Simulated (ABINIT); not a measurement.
# Al2O3 (Corundum): G0W0 with ABINIT, start to end, part 2 of 2

Wanted: ground state, empty states, screening and self-energy for Al2O3 (Corundum).

ABINIT 10.8.3; PBE and many-body steps on it, plane waves. Known limits of the many-body steps: not at the basis limit.

So far. Step 2 (Ground state): The gap is direct, at Γ. Step 3 (Empty states on the mesh, 4×4×4 mesh, 137 bands): On this mesh the gap is 6.266 eV.

## 4. Screening, 4×4×4 mesh, 125 bands, screening to 130.6 eV

The RPA dielectric matrix is built and inverted for each q.

This step: RPA screening on PBE, plane waves, norm-conserving pseudopotentials.

run.abi reads:

```
acell 3*1.0 Angstrom
rprim 
  2.380249999995 1.374237978213 4.331866666707
  -2.380249999995 1.374237978213 4.331866666707
  -0.000000000000 -2.748475956495 4.331866666685
ntypat 2
znucl 13 8
natom 10
typat 1 1 1 1 2 2 2 2 2 2
xred 
  0.352160000000 0.352160000000 0.352160000000
  0.147840000000 0.147840000000 0.147840000000
  0.647840000000 0.647840000000 0.647840000000
  0.852160000000 0.852160000000 0.852160000000
  0.556680000000 0.943320000000 0.250000000000
  0.250000000000 0.556680000000 0.943320000000
  0.943320000000 0.250000000000 0.556680000000
  0.443320000000 0.056680000000 0.750000000000
  0.750000000000 0.443320000000 0.056680000000
  0.056680000000 0.750000000000 0.443320000000
pp_dirpath "pseudos"
pseudos "Al.upf, O.upf"
ecut 36
ngkpt 4 4 4
nshiftk 1
shiftk 0 0 0
kptopt 1
chksymbreak 0
istwfk *1
occopt 1
irdwfk 1
optdriver 3
nband 125
ecuteps 4.8
inclvkb 2
awtr 1
symchi 1
indata_prefix "in"
outdata_prefix "out"
tmpdata_prefix "tmp"
```

Command:

```console
$ OMP_NUM_THREADS=1 mpirun -n 4 abinit run.abi > log
```

Numbers of over 12 decimals in the logs are rounded to 6 here.

Output:

```text
.Version 10.8.3 of ABINIT. v10.8.2 released Aug 2026.

 Symmetries : space group R-3 c (#167); Bravais hR (rhombohedral)
[... echo of the input left out ...]
== DATASET  1 ==================================================================
-   mpi_nproc: 4, omp_nthreads: 1 (-1 if OMP is not activated)

--- !DatasetInfo
iteration_state: {dtset: 1, }
dimensions: {natom: 10, nkpt: 13, mband: 125, nsppol: 1, nspinor: 1, nspden: 1, mpw: 5940, }
cutoff_energies: {ecut:  36.0, pawecutdg:  -1.0, }
electrons: {nelect:   4.80000000E+01, charge:   0.00000000E+00, occopt:   1.00000000E+00, tsmear:   1.00000000E-02, }

 SCREENING: Calculation of the susceptibility and dielectric matrices

 Based on a program developped by R.W. Godby, V. Olevano, G. Onida, and L. Reining.
 Incorporated in ABINIT by V. Olevano, G.-M. Rignanese, and M. Torrent.
.Using double precision arithmetic ; gwpc =  8

[... cell and pseudopotentials left out ...]
--------------------------------------------------------------------------------

 ==== K-mesh for the wavefunctions ====
 Number of points in the irreducible wedge :    13
[... list of points left out ...]
 Together with 12 symmetry operations and time-reversal symmetry
 yields    64 points in the full Brillouin Zone.

 ==== Q-mesh for the screening function ====
 Number of points in the irreducible wedge :    13
[... list of points left out ...]
 Together with 12 symmetry operations and time-reversal symmetry
 yields    64 points in the full Brillouin Zone.

 setmesh: FFT mesh size selected  =    36x   36x   36
          total number of points  =        46656

 vcoul_init : cutoff-mode = AUXILIARY_FUNCTION
 q-points for optical limit:   1
     1)      0.000010    0.000020    0.000030

- screening: taking advantage of time-reversal symmetry
- Maximum band index for partially occupied states nbvw = 24
- Remaining bands to be divided among processors   nbcw = 101
- Number of bands treated by each node ~25

 Number of electrons calculated from density =   48.0000; Expected =   48.0000
 average of density, n =  0.083663
 r_s =    1.4184
 omega_plasma =   27.9012 [eV]

 calculating chi0 at frequencies [eV] :
  1    0.000000E+00    0.000000E+00
  2    0.000000E+00    2.790117E+01

--------------------------------------------------------------------------------
  q-point number  1        q = ( 0.000000, 0.000000, 0.000000) [r.l.u.]
--------------------------------------------------------------------------------
[... chi0 elements left out ...]
 For q-point:  0.000010 0.000020 0.000030
  dielectric constant =   3.0318
  dielectric constant without local fields =   3.2459

  Average fulfillment of the sum rule on Im[epsilon] for q-point    1 :     55.99  [%]
[... wings left out ...]
  q-point number  2        q = ( 0.250000, 0.000000, 0.000000) [r.l.u.]
--------------------------------------------------------------------------------
[... chi0 elements left out ...]
  Average fulfillment of the sum rule on Im[epsilon] for q-point    2 :     67.17  [%]

 [... 11 further q-points ...]
```

It took 4.5 min on 4 MPI ranks of Arm Neoverse V2, shared host; peak memory 2.6 GiB.

This step gave:

| Property | Result |
| --- | --- |
| ε∞ with local fields, on this mesh, along the program's q direction | 3.032 |
| the same without local fields | 3.246 |
| plasma frequency | 27.90 eV |
| plane waves in the screening matrix | 297 |

Local fields lower ε∞ by 7 %.

## 5. Self-energy, 4×4×4 mesh, 125 bands, screening to 130.6 eV

The self-energy is evaluated for the states that the input lists, and the levels follow from it, in one-shot runs by the linearised quasiparticle equation.

This step: G0W0 on PBE, plane waves, norm-conserving pseudopotentials.

run.abi, as its differences from that of step 4:

```diff
@@ -31,8 +31,15 @@
 irdwfk 1
-optdriver 3
+optdriver 4
 nband 125
+gwcalctyp 0
+ecutsigx 36
+symsigma 1
+nkptgw 1
+kptgw 
+  0.0000000000 0.0000000000 0.0000000000
+bdgw 
+  22 26
 ecuteps 4.8
-inclvkb 2
-awtr 1
-symchi 1
+irdscr 1
+ppmodel 1
 indata_prefix "in"
```

Output:

```text
.Version 10.8.3 of ABINIT. v10.8.2 released Aug 2026.

 Symmetries : space group R-3 c (#167); Bravais hR (rhombohedral)
[... echo of the input left out ...]
== DATASET  1 ==================================================================
-   mpi_nproc: 4, omp_nthreads: 1 (-1 if OMP is not activated)

--- !DatasetInfo
iteration_state: {dtset: 1, }
dimensions: {natom: 10, nkpt: 13, mband: 125, nsppol: 1, nspinor: 1, nspden: 1, mpw: 5940, }
cutoff_energies: {ecut:  36.0, pawecutdg:  -1.0, }
electrons: {nelect:   4.80000000E+01, charge:   0.00000000E+00, occopt:   1.00000000E+00, tsmear:   1.00000000E-02, }

 SIGMA: Calculation of the GW corrections

 Based on a program developped by R.W. Godby, V. Olevano, G. Onida, and L. Reining.
 Incorporated in ABINIT by V. Olevano, G.-M. Rignanese, and M. Torrent.
.Using double precision arithmetic ; gwpc =  8

[... cell and pseudopotentials left out ...]
--------------------------------------------------------------------------------

 ==== K-mesh for the wavefunctions ====
 Number of points in the irreducible wedge :    13
[... list of points left out ...]
 Together with 12 symmetry operations and time-reversal symmetry
 yields    64 points in the full Brillouin Zone.

 ==== Q-mesh for screening function ====
 Number of points in the irreducible wedge :    13
[... list of points left out ...]
 Together with 12 symmetry operations and time-reversal symmetry
 yields    64 points in the full Brillouin Zone.

 vcoul_init : cutoff-mode = AUXILIARY_FUNCTION
 q-points for optical limit:   1
     1)      0.000010    0.000020    0.000030
 setmesh: FFT mesh size selected  =    54x   54x   54
          total number of points  =       157464

 Number of electrons calculated from density =   48.0000; Expected =   48.0000
 average of density, n =  0.083663
 r_s =    1.4184
 omega_plasma =   27.9012 [eV]

 === KS Band Gaps ===
  >>>> For spin  1
   Minimum direct gap =   6.2663 [eV], located at k-point      :   0.0000  0.0000  0.0000
   Fundamental gap    =   6.2663 [eV], Top of valence bands at :   0.0000  0.0000  0.0000
                                       Bottom of conduction at :   0.0000  0.0000  0.0000
 SIGMA fundamental parameters:
 PLASMON POLE MODEL  1
 number of plane-waves for SigmaX                 5879
 number of plane-waves for SigmaC and W            297
 number of plane-waves for wavefunctions          5879
 number of bands                                   125
 number of independent spin polarizations            1
 number of spinorial components                      1
 number of k-points in IBZ                          13
 number of q-points in IBZ                          13
 number of symmetry operations                      12
 number of k-points in BZ                           64
 number of q-points in BZ                           64
 number of frequencies for dSigma/dE                 9
 frequency step for dSigma/dE [eV]                0.25
 number of omega for Sigma on real axis              0
 max omega for Sigma on real axis  [eV]           0.00
 zcut for avoiding poles [eV]                     0.10

 EPSILON^-1 parameters (SCR file):
 dimension of the eps^-1 matrix on file            297
 dimension of the eps^-1 matrix used               297
 number of plane-waves for wavefunctions          5879
 number of bands                                   125
 number of q-points in IBZ                          13
 number of frequencies                               2
 number of real frequencies                          1
 number of imag frequencies                          1

 matrix elements of self-energy operator (all in [eV])

 Perturbative Calculation

--- !SelfEnergy_ee
iteration_state: {dtset: 1, }
kpoint     : [   0.000,    0.000,    0.000, ]
spin       : 1
KS_gap     :    6.266
QP_gap     :    8.449
Delta_QP_KS:    2.183
data: !SigmaeeData |
     Band     E0 <VxcDFT>   SigX SigC(E0)      Z dSigC/dE  Sig(E)    E-E0       E
       22   5.137 -20.467 -25.963   4.423   0.818  -0.222 -21.345  -0.878   4.259
       23   5.137 -20.467 -25.963   4.423   0.818  -0.222 -21.345  -0.878   4.259
       24   5.182 -20.398 -25.833   4.369   0.819  -0.221 -21.271  -0.873   4.308
       25  11.448 -13.779  -8.892  -3.354   0.855  -0.170 -12.469   1.310  12.758
       26  14.369 -11.423  -6.101  -3.769   0.862  -0.160 -10.085   1.339  15.708

== END DATASET(S) ==============================================================
================================================================================

 -outvars: echo values of variables after computation  --------
           etotal      0.0000000000E+00
            nband         125
             nkpt          13
          spgroup         167
 [... the other variables as echoed above ...]

 Calculation completed.
```

Run time: 11 s. Hardware: 4 MPI ranks; peak memory 1.7 GiB.

This step gave:

```
G0W0 gap on the points computed              : 8.45 eV
starting gap on the mesh                     : 6.266 eV
k of the valence top                         : 0, 0, 0
k of the conduction bottom                   : 0, 0, 0
Z at the valence top                         : 0.819
Z at the conduction bottom                   : 0.855
least direct G0W0 gap on the computed points : 8.45 eV
```

The gap on the mesh goes from 6.27 eV to 8.45 eV, a correction of +2.18 eV.

Limits: finite bands, cutoff and mesh. v1 is the top filled band, c1 the lowest empty one. The levels before and after the correction (eV, zero at the valence-band top of each column):

```tsv
	conduction bottom	valence top
Kohn-Sham	6.27	0.00
G0W0	8.45	0.00
```

```tsv
	level	energy (eV)
Kohn-Sham	Γ v3-v2	-0.045
Kohn-Sham	Γ v1	0.000
Kohn-Sham	Γ c1	6.266
Kohn-Sham	Γ c2	9.188
G0W0	Γ v3-v2	-0.049
G0W0	Γ v1	0.000
G0W0	Γ c1	8.450
G0W0	Γ c2	11.400
```

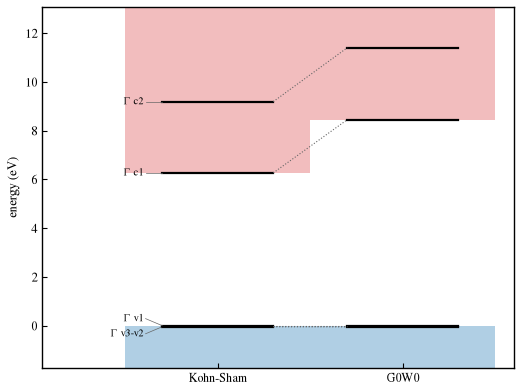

Levels before and after the correction. Shaded: valence and conduction bands.

## 6. Where the time went

Times are wall times on 4 MPI ranks of Arm Neoverse V2, shared host, good to a factor of about two.

```tsv
step	time	share	memory (GiB)
ground state	77 s	16 %	0.51
empty states on the mesh	1.9 min	24 %	0.48
screening	4.5 min	57 %	2.6
self-energy	11 s	2 %	1.7
```

## 7. Summary of results

```yaml
pbe_gap: 6.27 eV, direct
g0w0_gap_on_the_mesh: 8.45 eV
gw_settings: 4×4×4 mesh, 125 bands, screening to 130.6 eV, Godby-Needs plasmon pole
known_limits: not at the basis limit
```

In words: G0W0 moves the gap on the mesh from 6.27 eV to 8.45 eV (+2.18 eV), with Z of 0.82 and 0.85 at the edges. Local fields lower the RPA ε∞ on this mesh from 3.25 to 3.03. Only 1 of the mesh's irreducible points was corrected, so a valley elsewhere could overtake. The dearest step here is «screening». Against experiment, by G0W0@PBE: the gap of 8.45 eV lies −0.25 eV from the measured 8.7 eV (optical, quoted 2018). An exciton line or allowed optical edge lies below the quasiparticle gap by the binding energy; a forbidden edge can push the onset above it. The calculation has static nuclei and no excitons; a measured gap holds zero-point and thermal motion, which mostly lowers it. Bands and cutoff are finite, so the gap is not at the basis limit. The miss can reach some tenths of an eV and take either sign; the mesh is an error of its own. In the G0W0 run levels were corrected at 1 k point alone, so a gap called «on the mesh» is the least over those, and an edge elsewhere would be missed.

[Paths, hosts, dates, memory and timing lines, banners, echoed tables and standing remarks are left out of the program output.]

[Logs are printed without paths, hosts, clocks, repeated set-up lines and the standing remarks that a program may print on its own settings, such as how far it seeks lower states.]

[Runs of the session that timed out or met a known fault of the program may be left out.]

[Hosts, paths, dates, database ids (printed as entryN), source tags and the programs' standing remarks are cut or masked in the printed files.]

[G0W0 gaps are taken among the corrected bands and points alone; a level outside them can change the order at an edge.]

[Where Ansatz stands beside ABINIT at settings called matched, ABINIT's density can come from a denser mesh and the files from another edition; pairs whose starting gaps differed by over 0.03 eV were left out, so agreement reads better than it is.]
